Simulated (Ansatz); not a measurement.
## Tc of Sn (I4_1/amd) from its phonons

Wanted: λ, ω_log and Tc of Sn (I4_1/amd). The cell shown first is a relaxed one, from steps not shown here.

Method: DFT PBE, scalar-relativistic, plane waves, PseudoDojo norm-conserving pseudopotentials, in the first sound run; inputs show where later runs differ, in Ansatz 0.2.0.

**What experiment says.**

For Sn (bulk crystal), “List of superconductors” (2026, Wikipedia's table of superconducting elements, as read in December) quotes earlier work: superconducting transition temperature (bulk, normal pressure) 3.72 K.

In doubt: the program doubts the meshes or the phonons of the coupling sums, which bears on λ, Tc and transport values.

### Step 1. The cell after earlier relaxation steps

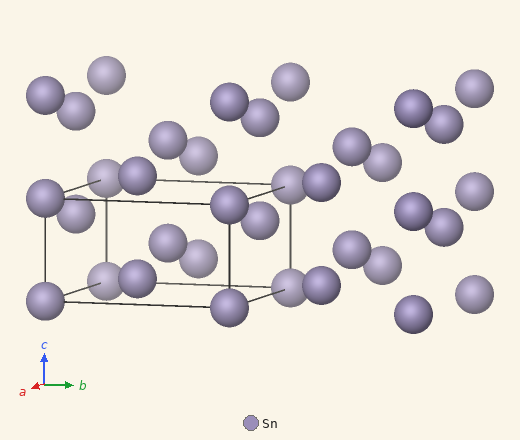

The starting structure, seen slightly off an axis (tin purple). 1×2×2 cells are drawn. This picture shows the conventional cell, with its axes. Some periodic images of atoms are drawn too.

### Step 2. Resistivity: PseudoDojo files

The run that gives the couplings also evaluates McMillan's and Allen and Dynes's formulas and, where asked, the Eliashberg equations, over a range of μ*.

input.yaml

```yaml
crystal:
  lattice:
    - [-2.9845263021, 2.9845263021, 1.5935322203]
    - [2.9845263021, -2.9845263021, 1.5935322203]
    - [2.9845263021, 2.9845263021, -1.5935322203]
  atoms:
    - { symbol: Sn, position: [0.75, 0.25, 0.5] }
    - { symbol: Sn, position: [0.0, 0.0, 0.0] }
kpoints:
  mp_grid: { grid: [12, 12, 12] }
hamiltonian:
  xc: pbe
  pseudopotentials: { kind: nc, accuracy: standard }
scf:
  occupations: { method: methfessel_paxton, width: 0.2 }
output:
  eigenvalues: true
phonons:
  method: dfpt
  qmesh: [4, 4, 4]
  temperatures: { t_max: 1000, t_step: 50 }
  qpath:
    path:
      - [[0.0, 0.0, 0.0], [0.0, 0.0, 0.5], [-0.5, 0.5, 0.5], [0.0, 0.0, 0.0]]
      - [[0.0, 0.0, 0.5], [0.25, 0.25, 0.25], [0.0, 0.5, 0.0], [0.0, 0.0, 0.0]]
    npoints: 6
  electrical_resistivity:
    mesh: [20, 20, 20]
    temperatures: [20.0, 50.0, 80.0, 100.0, 150.0, 200.0, 273.0, 300.0, 400.0, 500.0, 600.0, 800.0]
  superconductivity: { mesh: [20, 20, 20], eliashberg_equations: false }
```

Run with:

```sh
ansatz run input.yaml --threads 16 --pin off --max-ram 92160MiB --backend cuda --events-out ev --progress --plain --runs-dir out --max-vram 78GiB
```

Numbers of over 12 decimals in the logs are rounded to 6 here.

The log of the run:

```text
Engine: ansatz 0.2.0, aarch64-unknown-linux-gnu
Pseudopotentials: kind: nc
Pseudopotential: Sn, nc, valence charge 14, recommended cutoff 979.609905 eV (normal), Sn.nc.azcp (PseudoDojo's, or run here from an input of PseudoDojo's; its table is named by hamiltonian.pseudopotentials.accuracy)
Functional definition: PBE
  parameter kappa = 0.804
  parameter beta = 0.066725
  exchange = pbe_x(kappa = kappa, mu = beta*pi^2/3)
  correlation = pbe_c(beta = beta)
[...]
Crystal: 2 atoms, lattice volume = 56.777 Å³
Basis set: ecut = 979.609905 eV, 3933 PW (Γ), exchange–correlation on 96×96×96 points (8 copies of the dense FFT grid, shifted against one another)
Bands: 18, of which v1, the nominal top of the filled ones, is band 14 counted from 1 (13 counted from 0)
Symmetry: 16 space group operations
k-points: 163 of 1728
Non-local potential: Sn, projectors of the file, l = 0: 2, l = 1: 2, l = 2: 2, l = 3: 2
Initial density: superposition of atomic densities (chi_scale 0.1, normalization cell)
Initial wavefunctions: pseudopotential atomic-orbital guess
[...]
Functional: x = pbe(κ = 0.804, μ = 0.219515), c = pbe(β = 0.066725)
SCF iter   1: F=—  HF=-4290.470985 eV  |F-HF|=—  |Δ(HF+E_count)|=         —  Δρ=1.33e-2  dr2=1.03e-1  ethr=3.10e-3  ⟨swp⟩=4.3  Hψ=12617  notcnv=0
preconditioner: auto → Kerker (q_TF=auto, 2.425 Å⁻¹)  [metal: Δε(μ)=0.014 eV  Ē_g=19.857 eV  σ=0.200 eV  W_gap=0.06  n_scr=16 (ndim 8)  ℏωp=26.1 eV  f_vac=0.000  D(μ)=0.99/eV (n_scr^D=4)]
SCF iter   2: F=—  HF=-4290.458286 eV  |F-HF|=—  |Δ(HF+E_count)|=   1.27e-2  S|Δr|=    0.00e0  Δρ=8.56e-3  dr2=4.08e-2  ethr=3.69e-4  ⟨swp⟩=1.0  Hψ=4238  notcnv=0
[...]
SCF iter   9: F=-4290.456852 eV  HF=-4290.456852 eV  |F-HF|=9.09e-13  |Δ(HF+E_count)|=  4.82e-11  S|Δr|=    0.00e0  Δρ=1.18e-7  dr2=6.11e-12  ethr=1.00e-12  ⟨swp⟩=5.1  Hψ=20810  notcnv=0
SCF 1 converged in 9 iterations: F = -4290.456852 eV  dr2 = 6.11e-12
[...]
NSCF: frozen V_eff on 163 k-points, pencils in batches of 32, up to order 72
[...]
NSCF: frozen V_eff on 163 k-points
[...]
DFPT response loops at q = (0, 0, 0) (fractional): preconditioner auto → Kerker (q_TF=auto, 2.425 Å⁻¹) (partly filled bands, converged f_vac=0.000); β = 1.00, the filter's whole step (`scf.mixing.beta` (0.50) is not read by the response loops under this deck's `scf.mixing.preconditioner`; to damp them name `kerker` or `kerker_dos`, under which they read `scf.mixing.beta`, and type it under 1.00, their step now; both keys bind the ground state too); Anderson in place of MSR1; while a model of the screening serves, it and β = 1 on shorter waves in the place of filter and β
[...]
NSCF: frozen V_eff on 163 k-points
[...]
DFPT response loops at q = (0, 0, 0.25) (fractional): mixed as the last ones told, above
[...]
DFPT response loops at q = (0, 0, -0.5) (fractional): mixed as the last ones told, above
[...]
DFPT response loops at q = (0, 0.25, 0) (fractional): mixed as the last ones told, above
[...]
DFPT response loops at q = (0, 0.25, 0.25) (fractional): mixed as the last ones told, above
[...]
DFPT response loops at q = (0, -0.5, 0) (fractional): mixed as the last ones told, above
[...]
DFPT response loops at q = (0, -0.5, 0.25) (fractional): mixed as the last ones told, above
[...]
DFPT response loops at q = (0.25, 0.25, 0.25) (fractional): mixed as the last ones told, above
[...]
DFPT response loops at q = (0.25, 0.25, -0.25) (fractional): mixed as the last ones told, above
[...]
DFPT response loops at q = (0.25, -0.5, -0.5) (fractional): mixed as the last ones told, above
[...]
DFPT response loops at q = (0.25, -0.25, 0.25) (fractional): mixed as the last ones told, above
[...]
DFPT response loops at q = (0.25, -0.25, -0.5) (fractional): mixed as the last ones told, above
[...]
DFPT response loops at q = (-0.5, -0.5, -0.5) (fractional): mixed as the last ones told, above
[...]
SCF iter   1: F=—  HF=-4290.470985 eV  |F-HF|=—  |Δ(HF+E_count)|=         —  Δρ=1.33e-2  dr2=1.03e-1  ethr=3.10e-3  ⟨swp⟩=4.3  Hψ=12617  notcnv=0
SCF iter   2: F=—  HF=-4290.458286 eV  |F-HF|=—  |Δ(HF+E_count)|=   1.27e-2  S|Δr|=    0.00e0  Δρ=8.56e-3  dr2=4.08e-2  ethr=3.69e-4  ⟨swp⟩=1.0  Hψ=4238  notcnv=0
[...]
SCF 2 converged in 9 iterations: F = -4290.456852 eV  dr2 = 6.07e-12
[...]
SCF converged after 9 iterations
[...]
mean free path at 50 K (of a tensor a third of its trace): 74.4 nm by what each carries, 63.0 by the Fermi surface alone
  mean free path at 80 K (of a tensor a third of its trace): 34.4 nm by what each carries, 30.5 by the Fermi surface alone
  mean free path at 100 K (of a tensor a third of its trace): 25.5 nm by what each carries, 22.9 by the Fermi surface alone
  mean free path at 150 K (of a tensor a third of its trace): 15.8 nm by what each carries, 14.4 by the Fermi surface alone
  Hall coefficient in a weak field at 150 K (a third of the trace): (none: it, or that of a finer mesh, parts from a neighbouring mesh's by over half of the finer one's) (as a tensor it moves by 67.7 % between the two finest meshes); by each state's relaxation time: 6.897e-12 m³/C; by a constant relaxation time: -1.606e-11 m³/C
  mean free path at 200 K (of a tensor a third of its trace): 11.6 nm by what each carries, 10.5 by the Fermi surface alone
  Hall coefficient in a weak field at 200 K (a third of the trace): (none: it, or that of a finer mesh, parts from a neighbouring mesh's by over half of the finer one's) (as a tensor it moves by 65.8 % between the two finest meshes); by each state's relaxation time: 6.826e-12 m³/C; by a constant relaxation time: -1.579e-11 m³/C
  mean free path at 273 K (of a tensor a third of its trace): 8.35 nm by what each carries, 7.61 by the Fermi surface alone
  Hall coefficient in a weak field at 273 K (a third of the trace): (none: it, or that of a finer mesh, parts from a neighbouring mesh's by over half of the finer one's) (as a tensor it moves by 65.3 % between the two finest meshes); by each state's relaxation time: 6.779e-12 m³/C; by a constant relaxation time: -1.560e-11 m³/C
  mean free path at 300 K (of a tensor a third of its trace): 7.57 nm by what each carries, 6.91 by the Fermi surface alone
  Hall coefficient in a weak field at 300 K (a third of the trace): (none: it, or that of a finer mesh, parts from a neighbouring mesh's by over half of the finer one's) (as a tensor it moves by 65.4 % between the two finest meshes); by each state's relaxation time: 6.759e-12 m³/C; by a constant relaxation time: -1.557e-11 m³/C
  mean free path at 400 K (of a tensor a third of its trace): 5.64 nm by what each carries, 5.15 by the Fermi surface alone
  Hall coefficient in a weak field at 400 K (a third of the trace): (none: it, or that of a finer mesh, parts from a neighbouring mesh's by over half of the finer one's) (as a tensor it moves by 65.6 % between the two finest meshes); by each state's relaxation time: 6.673e-12 m³/C; by a constant relaxation time: -1.556e-11 m³/C
  mean free path at 500 K (of a tensor a third of its trace): 4.50 nm by what each carries, 4.11 by the Fermi surface alone
  Hall coefficient in a weak field at 500 K (a third of the trace): (none: it, or that of a finer mesh, parts from a neighbouring mesh's by over half of the finer one's) (as a tensor it moves by 65.3 % between the two finest meshes); by each state's relaxation time: 6.575e-12 m³/C; by a constant relaxation time: -1.563e-11 m³/C
  mean free path at 600 K (of a tensor a third of its trace): 3.74 nm by what each carries, 3.42 by the Fermi surface alone
  Hall coefficient in a weak field at 600 K (a third of the trace): (none: it, or that of a finer mesh, parts from a neighbouring mesh's by over half of the finer one's) (as a tensor it moves by 64.7 % between the two finest meshes); by each state's relaxation time: 6.469e-12 m³/C; by a constant relaxation time: -1.575e-11 m³/C
  mean free path at 800 K (of a tensor a third of its trace): 2.80 nm by what each carries, 2.56 by the Fermi surface alone
  Hall coefficient in a weak field at 800 K (a third of the trace): (none: it, or that of a finer mesh, parts from a neighbouring mesh's by over half of the finer one's) (as a tensor it moves by 63.6 % between the two finest meshes); by each state's relaxation time: 6.219e-12 m³/C; by a constant relaxation time: -1.607e-11 m³/C
  the resistivity times a path that all electrons share, by the Fermi surface of the deck's mesh alone (a third of the trace): 8.366e-16 Ω·m²
  not converged in the mesh (λ; λ_tr; the resistivity at 20 K by 5.08 %; the resistivity at 50 K by 3.87 %; the resistivity at 80 K by 3.71 %; the resistivity at 100 K by 3.69 %; the resistivity at 150 K by 3.69 %; the resistivity at 200 K by 3.68 %; the resistivity at 273 K by 3.64 %; the resistivity at 300 K by 3.62 %; the resistivity at 400 K by 3.52 %; the resistivity at 500 K by 3.41 %; the resistivity at 600 K  [...]
  vibrations of 64 cells: unjudged by the run; compare a larger repeat
  the changes of the potential over all sites missed a rigid shift's by 0.00 % (the site terms' by 0.00 %)
  at the force constants' own smearing the fine mesh and the k-points of their solves give squared frequencies that differ by 29.6 % of the larger at the most, at (-0.5, -0.5, -0.5)
--- Superconductivity: potentials and phonons of a 4×4×4 supercell ---
  pairing by harmonic phonons, in the closed forms alone; spin fluctuations are left out, and so is spin–orbit coupling
           mesh         λ    ħω_log (meV)  μ* declared at (meV)
       20×20×20    0.8797           7.220                9.259
       10×10×10    0.8971           7.196                9.268
          5×5×5    0.9023           7.053                9.241
  λ by the species' shares of the modes' patterns: Sn 0.8797
  transition temperature on the deck's mesh (K), isotropic and anisotropic, restricted to the Fermi surface (FSR) and over the full bandwidth (FBW), and the last with the density of states resolved in a narrower window:
        μ*   McMillan   Allen–Dynes      iso. FSR      iso. FBW    aniso. FSR    aniso. FBW  narrow window
      0.08      5.261         5.593             -             -             -             -              -
      0.10      4.712         4.981             -             -             -             -              -
      0.12      4.179         4.396             -             -             -             -              -
      0.13      3.919         4.114             -             -             -             -              -
      0.14      3.665         3.839             -             -             -             -              -
      0.16      3.173         3.312             -             -             -             -              -
      0.20      2.270         2.355             -             -             -             -              -
  not judged without the Eliashberg equations: between neighbouring meshes, the two finest first, λ moves by 1.98 % and 0.58 %
  vibrations of 64 cells: unjudged by the run; compare a larger repeat
  the changes of the potential over all sites missed a rigid shift's by 0.00 % (the site terms' by 0.00 %)
  at the force constants' own smearing the fine mesh and the k-points of their solves give squared frequencies that differ by 29.6 % of the larger at the most, at (-0.5, -0.5, -0.5)
```

It took 2.1 min on 1 × NVIDIA GB200 with 16 threads of Arm Neoverse V2, shared host; peak memory 9.8 GiB.

Reading the cycles: dr2 is the Hartree energy of the density residual (eV), the measure of convergence; HF is the Harris–Foulkes estimate of the energy, which meets the free energy F at convergence.

This step gave:

```
volume per atom                                                                : 28.39 Å³/atom
metallic on mesh                                                               : yes
gap on the k-mesh                                                              : 0 eV
zero-point energy                                                              : 0.02881 eV/cell
share of imaginary modes in the plain interpolation between solved wavevectors : 0.0041
highest frequency, solved or plainly interpolated                              : 124.3 cm⁻¹
resistivity at 300 K                                                           : 12.43 μΩ cm, mean of the axes
coupling constant λ                                                            : 0.8797
density of states at the Fermi level                                           : 0.5007 states/eV a spin and cell
log mean phonon energy ħω_log                                                  : 7.22 meV
transport coupling constant λ_tr                                               : 0.7761, 0.7761, 0.9565 (xx, yy, zz)
Drude plasma energy                                                            : 9.279, 9.279, 8.304 eV (xx, yy, zz)
resistivity times mean free path                                               : 7.887, 7.887, 9.323 × 10⁻¹⁶ Ω m² (xx, yy, zz)
second-moment phonon energy ħω₂                                                : 9.259 meV
coupling λ by branch                                                           : 0.218, 0.184, 0.157, 0.121, 0.102, 0.098 (branches by rank of frequency)
```

Transition temperatures:

```csv
μ*,McMillan Tc (K),Allen–Dynes Tc (K)
0.08,5.26,5.59
0.1,4.71,4.98
0.12,4.18,4.4
0.13,3.92,4.11
0.14,3.66,3.84
0.16,3.17,3.31
0.2,2.27,2.36
```

### Step 3. Electron–phonon run: finite displacements

Finite displacements in a supercell are the other road to force constants and couplings; here with the base functional.

This step: DFT PBE, scalar-relativistic, plane waves, PAW; PAW set soft_1 (Ansatz 0.2.0).

input.yaml: that of step 2 with these lines changed.

```diff
@@ -2,5 +2,5 @@
   lattice:
-    - [-2.9845263021, 2.9845263021, 1.5935322203]
-    - [2.9845263021, -2.9845263021, 1.5935322203]
-    - [2.9845263021, 2.9845263021, -1.5935322203]
+    - [-2.9857795136, 2.9857795136, 1.5940862964]
+    - [2.9857795136, -2.9857795136, 1.5940862964]
+    - [2.9857795136, 2.9857795136, -1.5940862964]
   atoms:
@@ -12,3 +12,3 @@
   xc: pbe
-  pseudopotentials: { kind: nc, accuracy: standard }
+  pseudopotentials: { kind: paw, azcp: { folder: soft_1 } }
 scf:
@@ -18,4 +18,4 @@
 phonons:
-  method: dfpt
-  qmesh: [4, 4, 4]
+  method: fd
+  supercell: [4, 4, 4]
   temperatures: { t_max: 1000, t_step: 50 }
```

The log of the run:

```text
[...]
Crystal: 128 atoms, lattice volume = 3638.038 Å³
Basis set: ecut = 420 eV, 71137 PW (Γ), exchange–correlation on 250×250×250 points (8 copies of the dense FFT grid, shifted against one another)
Bands: 1152, of which v1, the nominal top of the filled ones, is band 896 counted from 1 (895 counted from 0)
Symmetry: 1024 space group operations
k-points: 6 of 27
[...]
SCF iter   1: F=—  HF=-771103.691017 eV  |F-HF|=—  |Δ(HF+E_count)|=         —  Δρ=1.38e-8  dr2=6.68e-12  ethr=1.00e-12  ⟨swp⟩=3.0  Hψ=16897  notcnv=0
[...]
SCF iter   2: F=-771103.691017 eV  HF=-771103.691017 eV  |F-HF|=2.33e-10  |Δ(HF+E_count)|=  2.33e-10  S|Δr|=    0.00e0  Δρ=9.66e-9  dr2=3.41e-12  ethr=1.00e-12  ⟨swp⟩=2.0  Hψ=12306  notcnv=0
SCF 1 converged in 2 iterations: F = -771103.691017 eV  dr2 = 3.41e-12
[...]
Symmetry: 1 space group operations
k-points: 14 of 27 (time reversal used)
[...]
iter 1 solved again at ethr=2.21e-9 eV; its pass at ethr=3.10e-3 eV (dr2=3.96e-5 eV) is discarded
[...]
SCF iter   8: F=-771103.691007 eV  HF=-771103.691007 eV  |F-HF|=0.00e0  |Δ(HF+E_count)|=  3.49e-10  S|Δr|=    0.00e0  Δρ=5.31e-9  dr2=1.72e-12  ethr=1.00e-12  ⟨swp⟩=6.0  Hψ=59307  notcnv=0
SCF 2 converged in 8 iterations: F = -771103.691007 eV  dr2 = 1.72e-12
the harmonic batch is taken at displacements of 0.00125 Å and a dr2 threshold of 1.6e-11 eV from here on, in place of 0.0025 Å and 6.3e-11 eV, a step that its levels, its solves or its constants may not bear out (scf.occupations.method, Limitations)
[...]
SCF iter   1: F=—  HF=-771103.691017 eV  |F-HF|=—  |Δ(HF+E_count)|=         —  Δρ=1.38e-8  dr2=6.68e-12  ethr=1.00e-12  ⟨swp⟩=3.0  Hψ=16897  notcnv=0
SCF iter   2: F=-771103.691017 eV  HF=-771103.691017 eV  |F-HF|=1.16e-10  |Δ(HF+E_count)|=  2.33e-10  S|Δr|=    0.00e0  Δρ=9.66e-9  dr2=3.41e-12  ethr=1.00e-12  ⟨swp⟩=4.0  Hψ=18845  notcnv=0
SCF 3 converged in 2 iterations: F = -771103.691017 eV  dr2 = 3.41e-12
[...]
SCF iter   1: F=—  HF=-771103.686793 eV  |F-HF|=—  |Δ(HF+E_count)|=         —  Δρ=3.70e-6  dr2=5.98e-7  ethr=1.62e-7  ⟨swp⟩=3.4  Hψ=104421  notcnv=0
eigensolver tolerance schedule: the retry pair's looser diagonalisation over-reported the residual by 4845.11 of it (diagonalisation noise at 0.34 of the residual, at the tolerance the schedule requests for it); recorded, not acted on — ethr = c·dr2/N_el stays at c = 1.0e-1
SCF iter   2: F=—  HF=-771103.691014 eV  |F-HF|=—  |Δ(HF+E_count)|=   4.22e-3  S|Δr|=    0.00e0  Δρ=2.29e-6  dr2=2.67e-7  ethr=3.33e-11  ⟨swp⟩=3.6  Hψ=41197  notcnv=0
[...]
SCF iter   7: F=-771103.691014 eV  HF=-771103.691014 eV  |F-HF|=2.33e-10  |Δ(HF+E_count)|=  3.49e-10  S|Δr|=    0.00e0  Δρ=1.04e-8  dr2=4.13e-12  ethr=1.00e-12  ⟨swp⟩=6.1  Hψ=59580  notcnv=0
SCF 4 converged in 7 iterations: F = -771103.691014 eV  dr2 = 4.13e-12
[...]
SCF 5 converged in 2 iterations: F = -771103.691017 eV  dr2 = 9.10e-14
[...]
SCF 6 converged in 7 iterations: F = -771103.691016 eV  dr2 = 1.61e-12
[...]
SCF 7 converged in 9 iterations: F = -12048.495172 eV  dr2 = 2.38e-12
[...]
SCF converged after 2 iterations
[...]
vibrations of 64 cells: unjudged by the run; compare a larger repeat
[...]
--- Superconductivity: potentials and phonons of a 4×4×4 supercell ---
[...]
mesh         λ    ħω_log (meV)  μ* declared at (meV)
       20×20×20    0.8864           7.190                9.228
       10×10×10    0.9076           7.153                9.230
          5×5×5    0.9194           6.998                9.194
  λ by the species' shares of the modes' patterns: Sn 0.8864
[...]
0.08      5.305         5.644             -             -             -             -              -
      0.10      4.757         5.032             -             -             -             -              -
      0.12      4.224         4.447             -             -             -             -              -
      0.13      3.965         4.164             -             -             -             -              -
      0.14      3.711         3.889             -             -             -             -              -
      0.16      3.219         3.361             -             -             -             -              -
      0.20      2.313         2.401             -             -             -             -              -
[...]
vibrations of 64 cells: unjudged by the run; compare a larger repeat
[...]
```

Run time: 3.5 min. Hardware: 1 × NVIDIA GB200 with 16 threads; peak memory 11 GiB; 23 min of CPU time.

This step gave:

| Item | Value |
| --- | --- |
| volume per atom | 28.42 Å³/atom |
| zero-point energy | 0.02871 eV/cell |
| share of imaginary modes in the plain interpolation between solved wavevectors | 0.0042 |
| highest frequency, solved or plainly interpolated | 123.7 cm⁻¹ |
| resistivity at 300 K | 12.55 μΩ cm, mean of the axes |
| coupling constant λ | 0.8864 |
| density of states at the Fermi level | 0.5012 states/eV a spin and cell |
| log mean phonon energy ħω_log | 7.19 meV |
| transport coupling constant λ_tr | 0.782, 0.782, 0.9658 (xx, yy, zz) |
| Drude plasma energy | 9.274, 9.274, 8.299 eV (xx, yy, zz) |
| resistivity times mean free path | 7.893, 7.893, 9.33 × 10⁻¹⁶ Ω m² (xx, yy, zz) |
| second-moment phonon energy ħω₂ | 9.228 meV |
| coupling λ by branch | 0.219, 0.185, 0.159, 0.122, 0.103, 0.0987 (branches by rank of frequency) |

Transition temperatures:

```csv
μ*,McMillan Tc (K),Allen–Dynes Tc (K)
0.08,5.3,5.64
0.1,4.76,5.03
0.12,4.22,4.45
0.13,3.96,4.16
0.14,3.71,3.89
0.16,3.22,3.36
0.2,2.31,2.4
```

[end of part 1 of 2]

[Logs are printed without paths, hosts, clocks, repeated set-up lines and the standing remarks that a program may print on its own settings, such as how far it seeks lower states.]

[Hosts, paths, dates, database ids (printed as entryN), source tags and the programs' standing remarks are cut or masked in the printed files.]
